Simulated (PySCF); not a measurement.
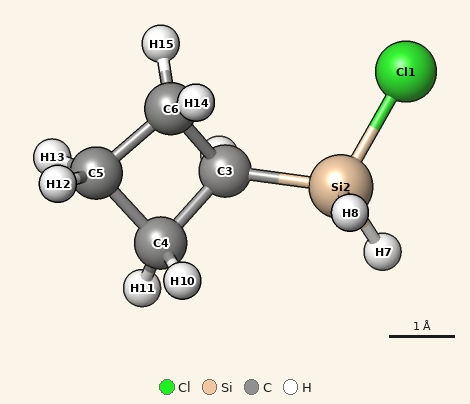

Figure 1. The structure as given in the input (ball-and-stick view, seen at a tilt; atoms are numbered from 1 in the order of the input). Bond lengths as drawn: Cl–Si 2.08 Å, C–C 1.54 to 1.55 Å, C–H 1.10 Å, C–Si 1.87 Å and H–Si 1.49 Å.

**C4H9ClSi: X-ray absorption calculation**

C4H9ClSi, SMILES Cl[SiH2]C1CCC1, computed with core-valence-separated TDA BHandHLYP/aug-pcX-1 H:pcseg-1 Si:def2-SVPD Cl:def2-SVPD, K edges, non-relativistic, gas phase (PySCF 2.14.0).

The geometry comes from this level: PBE0-D3(BJ)/def2-SVP. It belongs to a series of runs on one base structure; here: constitutional isomer.

**Input**
```
{"job": {"kind": "xas", "xc": "BHandHLYP", "basis": {"default": "aug-pcX-1", "H": "pcseg-1", "Si": "def2-SVPD", "Cl": "def2-SVPD"}}, "charge": 0, "multiplicity": 1}
Cl     5.648824     3.743261     0.070826
Si     4.647996     1.950796     0.383830
C      2.875769     2.120540    -0.182511
C      1.864258     1.007438     0.204196
C      0.812699     2.104104     0.453016
C      1.951053     3.137556     0.534406
H      5.377967     0.885968    -0.364095
H      4.691253     1.658703     1.847232
H      2.857689     2.290451    -1.272285
H      2.147240     0.497026     1.140018
H      1.645337     0.238941    -0.551755
H      0.152251     1.994048     1.326508
H      0.185449     2.266401    -0.437113
H      2.264822     3.318420     1.575675
H      1.805653     4.113370     0.048735
```

The first line tells a small driver script what to run in PySCF; the rest is the geometry in Å.

Run on 1 CPU thread, shared host.

Launched with:
```bash
OMP_NUM_THREADS=1 python <driver script> task.json out
```

**Output**
```
coarse grid: 13176 points
cycle   1  E = -907.0871533963  dE =  6.045e-01  |g| = 3.268e-01  |ddm| = 4.480e+00
cycle   2  E = -907.1058268300  dE = -1.867e-02  |g| = 2.295e-01  |ddm| = 8.585e-01
cycle   3  E = -907.1198560377  dE = -1.403e-02  |g| = 4.714e-02  |ddm| = 3.868e-01
cycle   4  E = -907.1203809199  dE = -5.249e-04  |g| = 1.442e-02  |ddm| = 8.430e-02
cycle   5  E = -907.1204336857  dE = -5.277e-05  |g| = 2.722e-03  |ddm| = 2.425e-02
cycle   6  E = -907.1204356469  dE = -1.961e-06  |g| = 5.315e-04  |ddm| = 4.693e-03
final grid: 116856 points
cycle   7  E = -907.2031600306  dE = -5.186e-05  |g| = 2.873e-03  |ddm| = 5.630e-02
cycle   8  E = -907.2031602180  dE = -1.874e-07  |g| = 2.546e-03  |ddm| = 8.126e-03
cycle   9  E = -907.2031618262  dE = -1.608e-06  |g| = 2.504e-04  |ddm| = 3.555e-03
cycle  10  E = -907.2031618407  dE = -1.446e-08  |g| = 8.914e-05  |ddm| = 5.092e-04
cycle  11  E = -907.2031618426  dE = -1.920e-09  |g| = 1.287e-05  |ddm| = 1.549e-04
cycle  12  E = -907.2031618427  dE = -4.934e-11  |g| = 5.429e-06  |ddm| = 3.332e-05
```

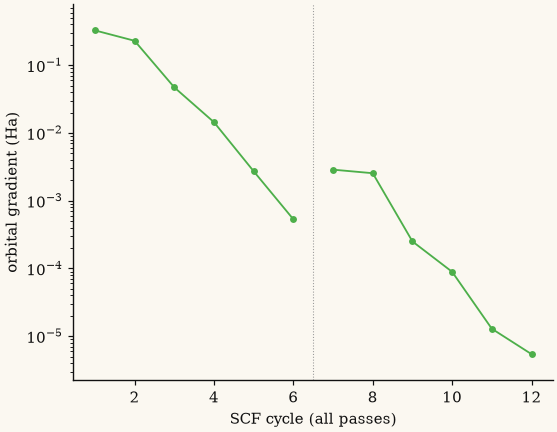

Figure 2. Convergence of the self-consistent field: orbital gradient against the SCF cycle. The dotted line marks the change from a coarse to the final integration grid. The first 6 cycles use a coarse grid, the final grid takes over at cycle 7, and the field converges after 12 cycles in all.

```
converged SCF energy = -907.2031618427

C K edge
   eV          f      from atoms
  285.567   0.01548   C2
  285.602   0.01203   C4
  285.610   0.00983   C2
  285.650   0.00697   C3
  285.783   0.00891   C5
  285.916   0.02090   C4
  286.035   0.01335   C4
  286.056   0.02159   C3
  286.066   0.03159   C5
  286.273   0.02831   C2
  286.297   0.01710   C5
  286.451   0.00841   C3
  286.494   0.02686   C3
  286.523   0.00933   C5
  286.610   0.00166   C2
  286.762   0.00287   C4
  286.828   0.01490   C2
  286.980   0.00455   C2
  287.206   0.00689   C5
  287.210   0.00860   C3
```

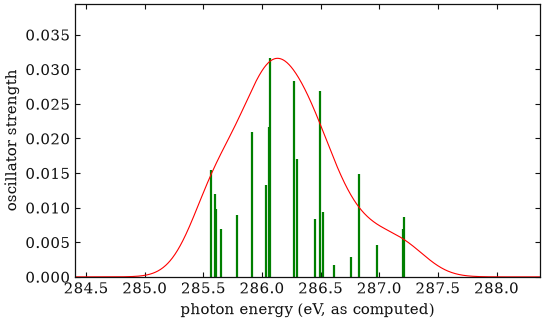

Figure 3. Core excitations at the C K edge, with a Gaussian envelope of 0.5 eV full width. The first lies at 285.57 eV, the strongest at 286.07 eV (f = 0.032).

**Results in brief**

| quantity | value |
| --- | --- |
| outcome | converged |
| total energy | −907.203162 hartree |
| HOMO | −9.25 eV |
| LUMO | 0.51 eV |
| dipole moment | 2.25 D |
| wall time | 12 s |
| peak memory | 0.85 GiB |
